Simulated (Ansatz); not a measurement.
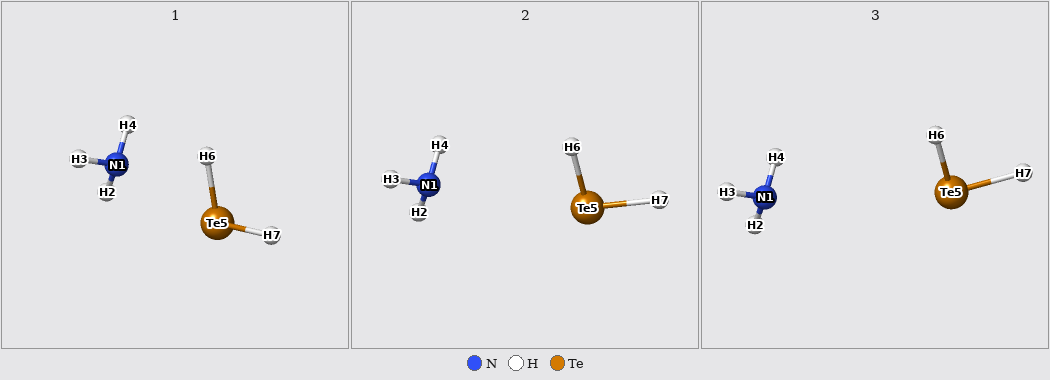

The pair H₃N···H₂Te. The turn is about an axis along (−0.76, −0.65, −0.10) in the frame of the relaxed pair, normal to the line between the partners. Coordinates scanned: (1) distance N1···Te5; (2) turn of Te5, H6, H7 about N1. Grid: 15 × 15 points. Points are written as (first, second). Energies: kcal/mol, counted from the two partners far apart, frozen as in the relaxed pair, each in its own basis (no counterpoise correction). Method: RKS PBE0-D4/def2-TZVPD in Ansatz.

The numbered pictures are structures from this grid.

**Rank them by energy, lowest first.**

1, at (3.084 Å, 0.0°): −4.2 kcal/mol; 2, at (3.619 Å, −34.3°): −2.8 kcal/mol; 3, at (4.257 Å, −51.4°): −1.3 kcal/mol.

The map, with the structures marked:

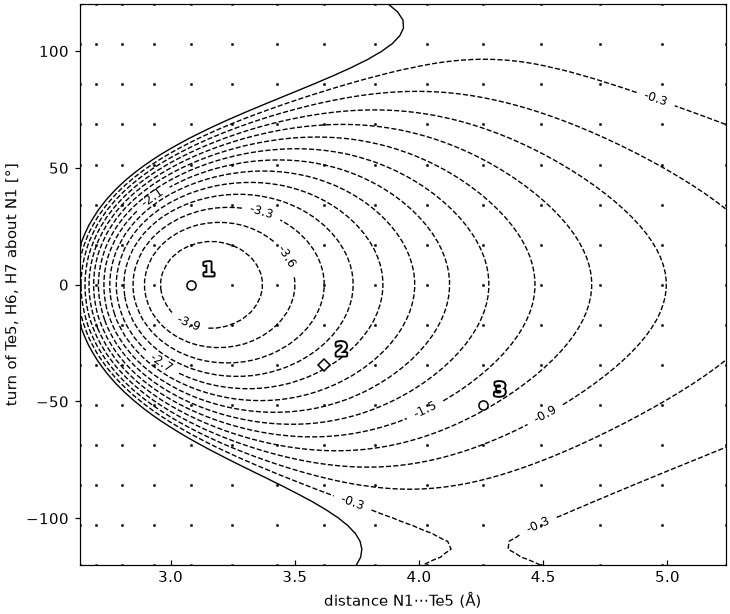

Drawn: contour lines labelled in kcal/mol (none above 0), dots at the grid points. Between grid points the surface is interpolated.
